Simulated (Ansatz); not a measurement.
Breaking the Mg1–H2 bond in CH4Mg (SMILES [CH3][MgH]) (multiplicity 1 held, fragments rigid). Energies count from the point at 1.704 Å.
Geometry at that point (charge 0, multiplicity 1):
```
atom    x (Å)    y (Å)    z (Å)
----  -------  -------  -------
Mg    -0.7281  -0.3887  -0.1075
H     -2.2191  -1.1847  -0.3276
C      1.0992   0.5868   0.1623
H      1.5719   0.3075   1.1086
H      0.9807   1.6744   0.1704
H      1.8086   0.3464  -0.6351
```

R- and RO- levels are restricted; in cc, def2 and unpolarised 6-31G sets they are followed outwards from rest. U- levels take the lowest unrestricted solution at each point, which mixes spins at long bonds. Active spaces are followed from a long bond inwards. Curves can end on different states.

Frozen-core correlation.

Codes used: Ansatz (Gaussian orbitals). Each number belongs to the level named beside it.

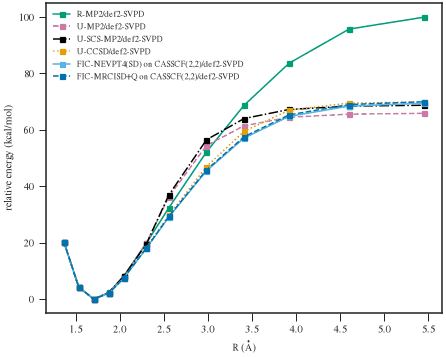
Fig. 1. Relative energy along the coordinate

Doubts at one or more of the structures used: a restricted determinant that unrestricted orbitals would lower (R-MP2/def2-SVPD); a spin-contaminated determinant (U-MP2/def2-SVPD, U-SCS-MP2/def2-SVPD, U-CCSD/def2-SVPD); T1 above 0.05 (U-CCSD/def2-SVPD).

Ansatz is an electronic-structure program.
